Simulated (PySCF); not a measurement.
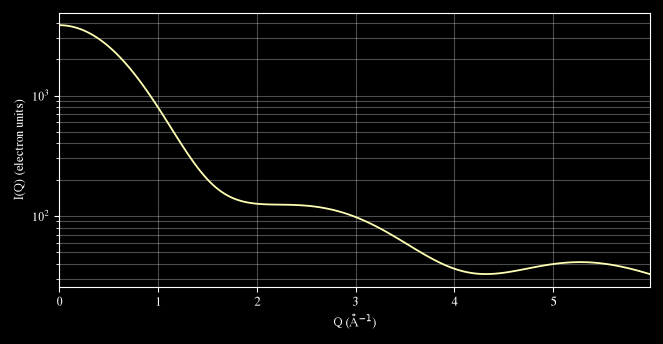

Elastic X-ray scattering of a randomly oriented, rigid molecule, calculated with the Debye equation from neutral-atom form factors (independent atoms, no Compton part, no vibration). The geometry is the end point of an optimisation (PBE0-D3(BJ)/def2-SVP geometry optimisation, gas phase (PySCF 2.14.0, density-fitted response routines)); it may be a saddle point or a higher isomer. It contains C, O, H.

How many electrons does the independent-atom model of the molecule hold?

Answer. I(0) is the square of the electron number: I(0) = 3840, so about 62 electrons, the count of C7H12O.

What radius of gyration does the initial fall-off give?

Answer. From I(Q) ≈ I(0) exp(−Q²R²/3) at small Q, R ≈ 2.22 Å. It is larger than the electron-weighted radius of the nuclear positions alone (2.07 Å), because each atom's electron cloud adds to it.
